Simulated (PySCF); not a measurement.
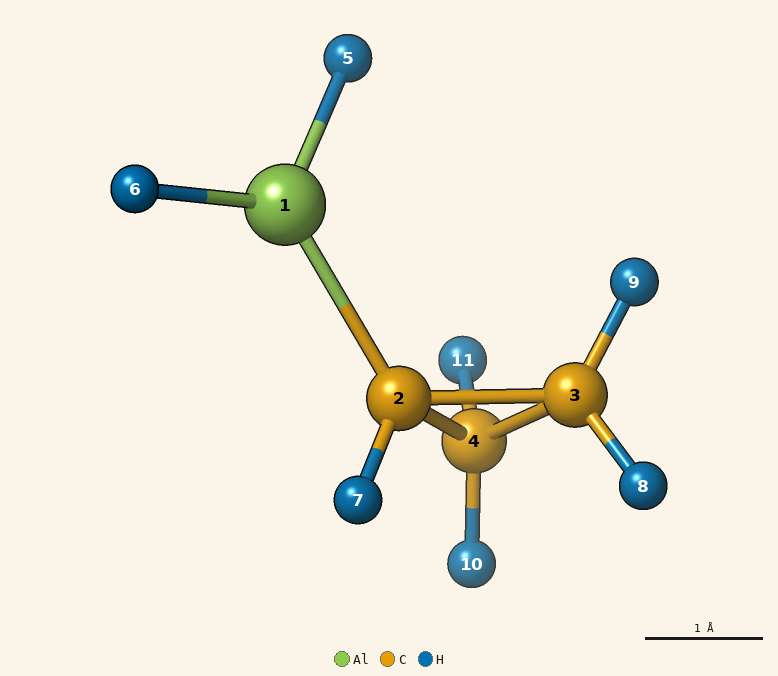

Orthographic view. Distant atoms are faded towards the background colour. The computed structure is the end point of a PBE0-D3(BJ)/def2-SVP optimisation. No frequency run is at hand to confirm it as a minimum.

Give the geometry as a Z-matrix, atoms in numerical order, with these reference atoms: 2 to 1; 3 to 2, 1; 4 to 3, 2, 1; 5 to 1, 2, 3; 6 to 1, 5, 2; 7 to 2, 3, 4; 8 to 3, 4, 2; 9 to 3, 8, 4; 10 to 4, 3, 8; 11 to 4, 10, 3.

```
Al 
C    1   1.936
C    2   1.524   1   119.7
C    3   1.484   2    60.9   1  -109.0
H    1   1.595   2   117.2   3    33.8
H    1   1.593   5   120.4   2   179.9
H    2   1.097   3   113.4   4   103.9
H    3   1.094   4   118.2   2   107.2
H    3   1.095   8   113.6   4  -145.3
H    4   1.094   3   118.2   8     0.1
H    4   1.095  10   113.6   3   145.4
```
